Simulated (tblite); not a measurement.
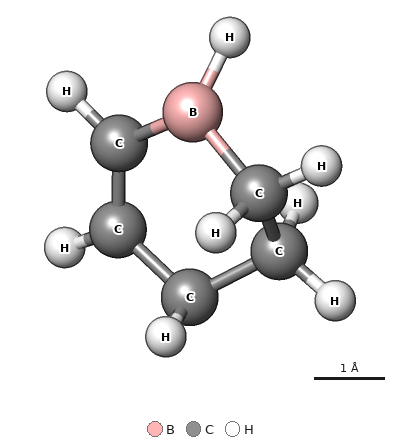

**Figure 1.** The input geometry (ball-and-stick view, seen at a tilt). Bond lengths as drawn: B–C 1.55 to 1.61 Å, B–H 1.21 Å, C–C 1.35 to 1.54 Å and C–H 1.09 to 1.11 Å.

# Geometry relaxation of C$_{5}$H$_{8}$B (part 1 of 4)

System: C$_{5}$H$_{8}$B, multiplicity 2.
Method: GFN2-xTB geometry optimisation, gas phase (tblite 0.8.0).

It belongs to a series of runs on one base structure; here: H removed from sp3 C.

### Log
```
step      E/eV     max force
  0    -432.07635    2.030
  1    -432.26829    1.311
  2    -432.48666    1.058
  3    -432.59202    0.988
  4    -432.69623    0.868
  5    -432.76992    0.906
  6    -432.89615    1.034
  7    -433.00201    0.920
  8    -433.09639    0.810
  9    -433.18705    0.774
 10    -433.28551    0.831
 11    -433.37635    0.811
 12    -433.43218    1.454
 13    -433.48083    0.778
 14    -433.51663    0.496
 15    -433.54457    0.288
 16    -433.55820    0.226
 17    -433.56845    0.197
 18    -433.57477    0.197
 19    -433.58132    0.194
 20    -433.58962    0.248
 21    -433.59983    0.327
 22    -433.61081    0.324
 23    -433.62243    0.243
 24    -433.63395    0.251
 25    -433.64368    0.248
 26    -433.65187    0.258
 27    -433.65993    0.262
 28    -433.66788    0.232
 29    -433.67569    0.205
 30    -433.68126    0.169
 31    -433.68484    0.208
 32    -433.68891    0.226
 33    -433.69417    0.223
 34    -433.69869    0.139
 35    -433.70171    0.131
 36    -433.70360    0.115
 37    -433.70542    0.110
 38    -433.70705    0.088
 39    -433.70814    0.060
 40    -433.70889    0.072
 41    -433.70947    0.069
 42    -433.70993    0.059
 43    -433.71029    0.046
 44    -433.71057    0.042
 45    -433.71082    0.036
 46    -433.71104    0.042
 47    -433.71127    0.038
 48    -433.71151    0.041
 49    -433.71173    0.034
 50    -433.71189    0.032
 51    -433.71199    0.027
 52    -433.71209    0.021
 53    -433.71219    0.024
 54    -433.71227    0.027
 55    -433.71232    0.024
 56    -433.71235    0.021
 57    -433.71240    0.024
 58    -433.71250    0.032
 59    -433.71265    0.042
 60    -433.71282    0.042
 61    -433.71297    0.027
 62    -433.71308    0.027
 63    -433.71317    0.030
 64    -433.71327    0.029
 65    -433.71334    0.024
 66    -433.71337    0.015
 67    -433.71338    0.011
 68    -433.71340    0.011
 69    -433.71341    0.008
```

### Trajectory as extended XYZ (Å, eV, eV/Å), 57 of the 70 frames kept, from step=0 to step=69
```
14
Properties=species:S:1:pos:R:3:forces:R:3 step=0 energy=-432.07635
B     0.2398    1.4000   -0.1213   -0.7090  -0.1720   1.6700
C     1.4912    0.5093    0.0755    0.3990   0.8830   0.0060
C     1.4245   -0.8414    0.1283   -1.1270  -0.2800  -0.2150
C     0.0877   -1.4903   -0.0389    0.5940   1.8230  -0.6660
C    -1.0515   -0.6227    0.4469    0.1500  -0.2730   0.1350
C    -1.1200    0.6106   -0.4706    1.4300   0.7570  -0.3500
H     0.0759    2.3994    0.5343    0.5090  -0.1990  -0.7920
H     2.4713    1.0174    0.2020   -0.5080  -0.6040  -0.0510
H     2.3361   -1.4174    0.2723   -0.3340  -0.1760  -0.1530
H    -0.1214   -1.7049   -1.0897    0.3510  -1.0550   0.3200
H    -2.0445   -1.1155    0.4039    0.6550  -0.0180   0.3150
H    -0.7703   -0.2718    1.4484   -0.6070  -0.2190   0.0140
H    -1.0132    0.3075   -1.5158   -0.6780  -0.1160  -0.0360
H    -2.0064    1.2191   -0.2975   -0.1240  -0.3490  -0.1970
14
Properties=species:S:1:pos:R:3:forces:R:3 step=1 energy=-432.26829
B     0.2297    1.3975   -0.0974   -0.1060  -0.2390   1.2820
C     1.4969    0.5219    0.0756   -0.2550   0.0040   0.1050
C     1.4084   -0.8454    0.1252   -0.2330   0.5940  -0.1850
C     0.0962   -1.4642   -0.0484    0.1680   1.1680  -0.5720
C    -1.0493   -0.6266    0.4488    0.2430   0.2010  -0.1300
C    -1.0996    0.6214   -0.4756    0.4820   0.4140  -0.0210
H     0.0832    2.3966    0.5230    0.4010   0.1060  -0.5230
H     2.4640    1.0088    0.2012   -0.0470  -0.3400   0.0290
H     2.3313   -1.4199    0.2701   -0.5440  -0.0810  -0.2550
H    -0.1164   -1.7199   -1.0852    0.3140  -1.0620   0.2740
H    -2.0352   -1.1157    0.4084    0.4800  -0.0920   0.2130
H    -0.7789   -0.2749    1.4486   -0.5150  -0.1830   0.1040
H    -1.0229    0.3058   -1.5163   -0.5110  -0.0890  -0.0940
H    -2.0081    1.2141   -0.3003    0.1240  -0.4010  -0.2270
14
Properties=species:S:1:pos:R:3:forces:R:3 step=2 energy=-432.48666
B     0.2189    1.3881   -0.0392    0.5430  -0.2820   0.4130
C     1.4930    0.5313    0.0790   -0.3770   0.1960   0.3490
C     1.3891   -0.8294    0.1171    0.8270   0.3660  -0.1280
C     0.1078   -1.4080   -0.0736   -0.3870  -0.0110  -0.3850
C    -1.0400   -0.6230    0.4461    0.0620   0.6880  -0.3310
C    -1.0693    0.6425   -0.4799   -0.7890  -0.2930   0.0610
H     0.1013    2.3978    0.4981    0.2390   0.7350   0.0110
H     2.4572    0.9917    0.2016    0.3140  -0.0470   0.1180
H     2.3105   -1.4243    0.2604   -0.6660   0.0650  -0.4110
H    -0.1027   -1.7648   -1.0731    0.2340  -1.0070   0.2240
H    -2.0130   -1.1188    0.4185    0.2240  -0.1670  -0.0060
H    -0.8017   -0.2830    1.4521   -0.2740  -0.0900   0.2080
H    -1.0462    0.3018   -1.5197   -0.1720   0.0610   0.0460
H    -2.0055    1.1977   -0.3096    0.2210  -0.2160  -0.1690
14
Properties=species:S:1:pos:R:3:forces:R:3 step=4 energy=-432.69623
B     0.2231    1.3716    0.0433   -0.1460   0.5710  -0.4020
C     1.4847    0.5569    0.1065    0.2870   0.0030   0.5510
C     1.3905   -0.8026    0.0968   -0.0710  -0.0980  -0.2860
C     0.1117   -1.3457   -0.1195   -0.0510  -0.5010  -0.0360
C    -1.0335   -0.5886    0.4292   -0.1770  -0.0670  -0.0260
C    -1.0693    0.6501   -0.4842   -0.3480  -0.1380   0.1740
H     0.1355    2.4405    0.4706    0.1160   0.5190   0.1140
H     2.4656    0.9715    0.2094    0.4130   0.2560   0.2170
H     2.2614   -1.4303    0.2255    0.0710  -0.1440  -0.4900
H    -0.0752   -1.8731   -1.0455    0.1020  -0.7310   0.4570
H    -1.9764   -1.1316    0.4274   -0.0920  -0.1910  -0.2460
H    -0.8400   -0.2960    1.4652    0.0530   0.0530  -0.0500
H    -1.0797    0.3020   -1.5199    0.1780   0.1320  -0.0120
H    -1.9991    1.1747   -0.3270   -0.3340   0.3370   0.0350
14
Properties=species:S:1:pos:R:3:forces:R:3 step=5 energy=-432.76992
B     0.2219    1.3775    0.0660   -0.1990   0.6990  -0.5410
C     1.4877    0.5670    0.1290    0.2350  -0.0170   0.4650
C     1.3900   -0.7946    0.0828   -0.4140  -0.1630  -0.2740
C     0.1120   -1.3330   -0.1379    0.0880  -0.4000   0.1270
C    -1.0349   -0.5764    0.4220   -0.1330  -0.5620   0.1260
C    -1.0775    0.6495   -0.4821    0.0020   0.1920   0.1210
H     0.1511    2.4685    0.4628    0.0580   0.2790   0.0620
H     2.4779    0.9694    0.2171    0.2900   0.2620   0.2510
H     2.2440   -1.4357    0.2015    0.3040  -0.2020  -0.5180
H    -0.0625   -1.9305   -1.0252    0.0440  -0.5660   0.5700
H    -1.9644   -1.1406    0.4254   -0.1970  -0.1810  -0.2930
H    -0.8535   -0.2998    1.4693    0.1410   0.0690  -0.2010
H    -1.0886    0.3051   -1.5201    0.2490   0.1560   0.0120
H    -2.0037    1.1731   -0.3329   -0.4680   0.4350   0.0950
14
Properties=species:S:1:pos:R:3:forces:R:3 step=6 energy=-432.89615
B     0.2196    1.4022    0.0907   -0.0860   0.6440  -0.5830
C     1.4943    0.5831    0.1781    0.0950  -0.0050   0.1390
C     1.3830   -0.7825    0.0532   -0.5210  -0.2100  -0.1080
C     0.1127   -1.3223   -0.1653    0.1500  -0.3250   0.2150
C    -1.0398   -0.5688    0.4121   -0.0210  -1.0160   0.1900
C    -1.0945    0.6532   -0.4758    0.4510   0.6210   0.0670
H     0.1785    2.5238    0.4518   -0.0380  -0.1210  -0.0520
H     2.5061    0.9722    0.2365   -0.1760   0.1210   0.3000
H     2.2205   -1.4490    0.1475    0.4100  -0.0890  -0.5780
H    -0.0401   -2.0417   -0.9769   -0.0080  -0.1120   0.8580
H    -1.9493   -1.1606    0.4147   -0.3450  -0.1640  -0.3230
H    -0.8728   -0.3048    1.4715    0.2340   0.0310  -0.3900
H    -1.0974    0.3144   -1.5195    0.3010   0.2200   0.1030
H    -2.0215    1.1802   -0.3408   -0.4450   0.4060   0.1620
14
Properties=species:S:1:pos:R:3:forces:R:3 step=7 energy=-433.00201
B     0.2205    1.4337    0.0869    0.0820   0.2590  -0.3480
C     1.5002    0.5916    0.2170   -0.1530  -0.0550  -0.2790
C     1.3764   -0.7783    0.0309   -0.4970  -0.1590   0.0560
C     0.1117   -1.3335   -0.1779    0.2970   0.0980   0.4630
C    -1.0452   -0.5796    0.4072    0.0650  -0.8170  -0.0190
C    -1.1084    0.6617   -0.4678    0.6490   0.6470   0.0820
H     0.1948    2.5643    0.4481   -0.0760  -0.3050  -0.1690
H     2.5260    0.9802    0.2570   -0.5460  -0.0530   0.3290
H     2.2124   -1.4587    0.0973    0.3250   0.1000  -0.5760
H    -0.0257   -2.1190   -0.9263   -0.0530   0.0170   0.7910
H    -1.9489   -1.1784    0.3985   -0.3660  -0.1230  -0.2760
H    -0.8787   -0.3065    1.4657    0.2150  -0.0860  -0.4280
H    -1.0937    0.3265   -1.5165    0.2420   0.2840   0.1980
H    -2.0422    1.1955   -0.3422   -0.1840   0.1920   0.1770
14
Properties=species:S:1:pos:R:3:forces:R:3 step=9 energy=-433.18705
B     0.2322    1.4854    0.0547    0.1370  -0.4470   0.2550
C     1.4952    0.5958    0.2495   -0.4000   0.0170  -0.6620
C     1.3590   -0.7804    0.0073    0.2730   0.0330   0.2250
C     0.1183   -1.3573   -0.1630   -0.0530   0.1210   0.2780
C    -1.0528   -0.6211    0.3922   -0.0640   0.3680  -0.2760
C    -1.1068    0.6946   -0.4474    0.2110   0.0220   0.0810
H     0.2100    2.6070    0.4379   -0.0230  -0.2600  -0.2990
H     2.5234    0.9906    0.3054   -0.6620  -0.2240   0.2620
H     2.2174   -1.4595   -0.0051   -0.0190   0.4260  -0.4300
H    -0.0110   -2.2199   -0.8147   -0.0090   0.0120   0.5930
H    -1.9718   -1.2086    0.3578   -0.0290   0.0980  -0.1940
H    -0.8717   -0.3155    1.4348   -0.0030  -0.2960  -0.2050
H    -1.0703    0.3630   -1.4995    0.1120   0.3730   0.1980
H    -2.0719    1.2255   -0.3321    0.5300  -0.2450   0.1750
14
Properties=species:S:1:pos:R:3:forces:R:3 step=10 energy=-433.28551
B     0.2402    1.5023    0.0451    0.0000  -0.5560   0.4030
C     1.4820    0.5985    0.2471   -0.3240  -0.0520  -0.5650
C     1.3526   -0.7814    0.0010    0.4890   0.1160   0.1000
C     0.1227   -1.3642   -0.1464   -0.2500  -0.2100   0.0110
C    -1.0585   -0.6376    0.3775   -0.1100   0.7680  -0.2990
C    -1.0943    0.7169   -0.4343   -0.2020  -0.3710   0.0720
H     0.2176    2.6198    0.4222    0.0270  -0.1350  -0.2810
H     2.5006    0.9891    0.3396   -0.4120  -0.1540   0.1770
H     2.2215   -1.4481   -0.0739   -0.1210   0.4910  -0.2510
H    -0.0033   -2.2736   -0.7348    0.0460   0.0920   0.5270
H    -1.9855   -1.2222    0.3298    0.1790   0.2490  -0.1800
H    -0.8677   -0.3290    1.4104   -0.1460  -0.2950   0.0630
H    -1.0544    0.3937   -1.4844    0.0920   0.3550   0.0310
H    -2.0743    1.2353   -0.3212    0.7320  -0.2980   0.1900
14
Properties=species:S:1:pos:R:3:forces:R:3 step=11 energy=-433.37635
B     0.2451    1.5076    0.0424   -0.1990  -0.4620   0.4040
C     1.4646    0.5993    0.2306   -0.1090  -0.1530  -0.2880
C     1.3512   -0.7826   -0.0021    0.2540   0.0410  -0.1640
C     0.1240   -1.3745   -0.1288   -0.1360  -0.0830  -0.0400
C    -1.0654   -0.6434    0.3599   -0.0400   0.7690  -0.2530
C    -1.0811    0.7332   -0.4217   -0.4550  -0.6260   0.0530
H     0.2237    2.6236    0.4013    0.0750   0.0240  -0.2170
H     2.4681    0.9844    0.3744   -0.0570  -0.0240   0.0840
H     2.2266   -1.4275   -0.1402   -0.1260   0.4310  -0.0490
H     0.0034   -2.3139   -0.6501    0.0480  -0.1170   0.3070
H    -1.9959   -1.2284    0.3003    0.2980   0.3560  -0.1690
H    -0.8656   -0.3471    1.3880   -0.2790  -0.2240   0.3220
H    -1.0367    0.4292   -1.4702    0.0740   0.2780  -0.1990
H    -2.0627    1.2395   -0.3059    0.6520  -0.2080   0.2080
14
Properties=species:S:1:pos:R:3:forces:R:3 step=12 energy=-433.43218
B     0.2438    1.5110    0.0655   -0.3930  -0.0990   0.1940
C     1.4475    0.6053    0.2253    0.1790  -0.3790  -0.0950
C     1.3449   -0.7781   -0.0198    0.4360   0.1530  -0.3550
C     0.1278   -1.3689   -0.1242   -0.4820  -1.3130  -0.3970
C    -1.0716   -0.6363    0.3348    0.0590   0.4120  -0.0110
C    -1.0735    0.7455   -0.4080   -0.4070  -0.6500  -0.0020
H     0.2432    2.6449    0.3683    0.0590  -0.0280  -0.1420
H     2.4411    0.9765    0.4166    0.1810   0.0890   0.0240
H     2.2187   -1.4045   -0.2258   -0.0830   0.3990   0.1480
H     0.0204   -2.4001   -0.5427    0.1180   0.9330   0.5460
H    -1.9926   -1.2351    0.2664    0.2500   0.4080  -0.2130
H    -0.8790   -0.3720    1.3727   -0.3360  -0.1540   0.3850
H    -1.0252    0.4716   -1.4601    0.1100   0.2180  -0.3460
H    -2.0461    1.2398   -0.2911    0.3100   0.0110   0.2650
14
Properties=species:S:1:pos:R:3:forces:R:3 step=14 energy=-433.51663
B     0.2308    1.4997    0.0770   -0.1570  -0.0450   0.0400
C     1.4416    0.5955    0.2045    0.0960  -0.0570   0.1660
C     1.3472   -0.7802   -0.0336   -0.2780  -0.0410  -0.4090
C     0.1228   -1.3884   -0.1176    0.1090  -0.0440  -0.0330
C    -1.0714   -0.6242    0.3240    0.1520  -0.3050   0.2280
C    -1.0751    0.7301   -0.4039    0.0080  -0.0980  -0.1430
H     0.2475    2.6398    0.3478    0.0260  -0.0100  -0.0790
H     2.4225    0.9742    0.4355    0.2670   0.0850  -0.0640
H     2.2226   -1.3754   -0.2544    0.1750   0.0480   0.1250
H     0.0244   -2.4031   -0.4836   -0.0060   0.0700   0.1700
H    -1.9874   -1.2182    0.2422    0.0510   0.2530  -0.1930
H    -0.8923   -0.3904    1.3759   -0.3270  -0.0800   0.2560
H    -1.0117    0.5013   -1.4661    0.0270   0.0940  -0.2920
H    -2.0220    1.2390   -0.2698   -0.1430   0.1290   0.2290
14
Properties=species:S:1:pos:R:3:forces:R:3 step=15 energy=-433.54457
B     0.2237    1.4998    0.0869    0.0500  -0.0410  -0.0110
C     1.4439    0.5943    0.2141   -0.0110   0.0410   0.0510
C     1.3405   -0.7784   -0.0544    0.0900   0.0780  -0.2250
C     0.1237   -1.3920   -0.1236   -0.0170  -0.1930   0.0460
C    -1.0670   -0.6277    0.3257    0.0630  -0.2040   0.1300
C    -1.0792    0.7237   -0.4060    0.0990   0.1450  -0.0640
H     0.2549    2.6497    0.3386   -0.0240  -0.1480  -0.0810
H     2.4313    0.9762    0.4417    0.0480  -0.0300  -0.0930
H     2.2223   -1.3694   -0.2679    0.1280   0.0510   0.0780
H     0.0299   -2.4235   -0.4554   -0.0100   0.2400   0.1550
H    -1.9813   -1.2109    0.2293   -0.1050   0.0880  -0.1750
H    -0.9094   -0.3981    1.3849   -0.2440  -0.0880   0.1260
H    -1.0101    0.5126   -1.4760   -0.0210   0.0620  -0.1000
H    -2.0238    1.2433   -0.2601   -0.0460  -0.0010   0.1620
14
Properties=species:S:1:pos:R:3:forces:R:3 step=16 energy=-433.55820
B     0.2200    1.4981    0.0922    0.1580  -0.0120  -0.0480
C     1.4427    0.5930    0.2155   -0.0280   0.0670   0.0130
C     1.3384   -0.7770   -0.0711    0.1560   0.1040  -0.1000
C     0.1242   -1.3976   -0.1214    0.0590  -0.1240   0.0800
C    -1.0640   -0.6325    0.3257   -0.0440  -0.0570   0.0370
C    -1.0786    0.7224   -0.4064    0.1010   0.1770   0.0110
H     0.2590    2.6515    0.3280   -0.0420  -0.1560  -0.0580
H     2.4308    0.9760    0.4488   -0.0180  -0.0730  -0.1160
H     2.2261   -1.3595   -0.2832    0.0990   0.0150   0.0540
H     0.0331   -2.4361   -0.4237   -0.0120   0.1910   0.0930
H    -1.9811   -1.2039    0.2133   -0.1540  -0.0120  -0.1510
H    -0.9238   -0.4078    1.3900   -0.2050  -0.0790   0.0520
H    -1.0059    0.5269   -1.4822   -0.0650   0.0270   0.0320
H    -2.0214    1.2461   -0.2477   -0.0030  -0.0680   0.1030
14
Properties=species:S:1:pos:R:3:forces:R:3 step=17 energy=-433.56845
B     0.2196    1.4958    0.0944    0.1760   0.0170  -0.0770
C     1.4402    0.5921    0.2135    0.0120   0.0590   0.0020
C     1.3384   -0.7753   -0.0863    0.1720   0.0780   0.0070
C     0.1271   -1.4034   -0.1146    0.0670   0.0370   0.0910
C    -1.0630   -0.6372    0.3249   -0.1010   0.0690  -0.0580
C    -1.0751    0.7239   -0.4056    0.0450   0.0990   0.0840
H     0.2609    2.6482    0.3168   -0.0360  -0.0770  -0.0230
H     2.4265    0.9742    0.4545   -0.0010  -0.0740  -0.1290
H     2.2328   -1.3484   -0.2978    0.0550  -0.0190   0.0390
H     0.0348   -2.4437   -0.3912   -0.0010   0.0420   0.0210
H    -1.9848   -1.1971    0.1947   -0.1220  -0.0670  -0.1260
H    -0.9393   -0.4188    1.3940   -0.1860  -0.0650  -0.0080
H    -1.0016    0.5421   -1.4860   -0.1020  -0.0070   0.1290
H    -2.0172    1.2471   -0.2333    0.0210  -0.0920   0.0480
14
Properties=species:S:1:pos:R:3:forces:R:3 step=18 energy=-433.57477
B     0.2222    1.4946    0.0938    0.1200   0.0270  -0.0840
C     1.4389    0.5923    0.2114    0.0620   0.0120  -0.0150
C     1.3410   -0.7734   -0.0956    0.0890   0.0330   0.0770
C     0.1303   -1.4059   -0.1077    0.0610   0.1250   0.0680
C    -1.0643   -0.6393    0.3231   -0.1000   0.1030  -0.0950
C    -1.0716    0.7266   -0.4033   -0.0120   0.0040   0.1140
H     0.2613    2.6444    0.3089   -0.0170   0.0220   0.0030
H     2.4230    0.9718    0.4562    0.0680  -0.0410  -0.1200
H     2.2387   -1.3411   -0.3072    0.0330  -0.0400   0.0340
H     0.0357   -2.4479   -0.3690    0.0180  -0.0240  -0.0080
H    -1.9896   -1.1939    0.1800   -0.0470  -0.0700  -0.1110
H    -0.9523   -0.4273    1.3958   -0.1820  -0.0550  -0.0460
H    -1.0003    0.5523   -1.4859   -0.1140  -0.0240   0.1590
H    -2.0139    1.2464   -0.2228    0.0200  -0.0710   0.0240
14
Properties=species:S:1:pos:R:3:forces:R:3 step=20 energy=-433.58962
B     0.2345    1.4941    0.0859   -0.0710   0.0200  -0.0270
C     1.4444    0.5940    0.2086    0.1320  -0.0350  -0.1080
C     1.3513   -0.7679   -0.1069   -0.0950  -0.0990   0.2060
C     0.1392   -1.4025   -0.0928   -0.0550   0.1190  -0.0100
C    -1.0716   -0.6400    0.3176   -0.0120   0.0100  -0.0620
C    -1.0662    0.7317   -0.3930   -0.0810  -0.1190   0.1000
H     0.2600    2.6384    0.2976    0.0410   0.1850   0.0210
H     2.4286    0.9656    0.4446    0.1990   0.0580  -0.0640
H     2.2529   -1.3343   -0.3113   -0.0370  -0.0430   0.0200
H     0.0381   -2.4478   -0.3394    0.0680  -0.0360  -0.0070
H    -2.0005   -1.1917    0.1470    0.1410  -0.0350  -0.1040
H    -0.9923   -0.4449    1.3985   -0.1400  -0.0420  -0.1080
H    -1.0091    0.5642   -1.4764   -0.0860  -0.0320   0.1070
H    -2.0101    1.2406   -0.2022   -0.0030   0.0480   0.0360
14
Properties=species:S:1:pos:R:3:forces:R:3 step=21 energy=-433.59983
B     0.2432    1.4950    0.0789   -0.1430   0.0190   0.0440
C     1.4536    0.5956    0.2068    0.1280   0.0010  -0.1690
C     1.3583   -0.7653   -0.1075   -0.1530  -0.1420   0.2520
C     0.1437   -1.3965   -0.0850   -0.1120   0.0200  -0.0420
C    -1.0776   -0.6396    0.3138    0.0420  -0.0900   0.0000
C    -1.0656    0.7331   -0.3836   -0.0710  -0.0970   0.0470
H     0.2594    2.6394    0.2932    0.0710   0.1820   0.0010
H     2.4423    0.9628    0.4296    0.1870   0.0940  -0.0380
H     2.2608   -1.3349   -0.3064   -0.0950  -0.0300   0.0170
H     0.0414   -2.4441   -0.3292    0.0860   0.0030   0.0120
H    -2.0044   -1.1929    0.1244    0.2080  -0.0250  -0.1130
H    -1.0247   -0.4560    1.3987   -0.0840  -0.0420  -0.1140
H    -1.0211    0.5664   -1.4661   -0.0480  -0.0200   0.0340
H    -2.0100    1.2368   -0.1897   -0.0170   0.1270   0.0700
14
Properties=species:S:1:pos:R:3:forces:R:3 step=22 energy=-433.61081
B     0.2510    1.4971    0.0731   -0.1460   0.0260   0.1140
C     1.4656    0.5983    0.2027    0.0860   0.0560  -0.2010
C     1.3639   -0.7640   -0.1039   -0.1690  -0.1280   0.2450
C     0.1465   -1.3902   -0.0780   -0.1070  -0.1340  -0.0500
C    -1.0838   -0.6405    0.3089    0.0720  -0.1720   0.0620
C    -1.0664    0.7339   -0.3720   -0.0340  -0.0230  -0.0210
H     0.2609    2.6450    0.2877    0.0900   0.1020  -0.0320
H     2.4608    0.9611    0.4131    0.1010   0.0980  -0.0360
H     2.2665   -1.3364   -0.3028   -0.1510  -0.0220   0.0320
H     0.0474   -2.4429   -0.3157    0.0900   0.0900   0.0340
H    -2.0048   -1.1960    0.0969    0.2150  -0.0330  -0.1250
H    -1.0624   -0.4695    1.3966   -0.0150  -0.0490  -0.0910
H    -1.0356    0.5688   -1.4538   -0.0050   0.0020  -0.0400
H    -2.0104    1.2348   -0.1748   -0.0270   0.1860   0.1090
```
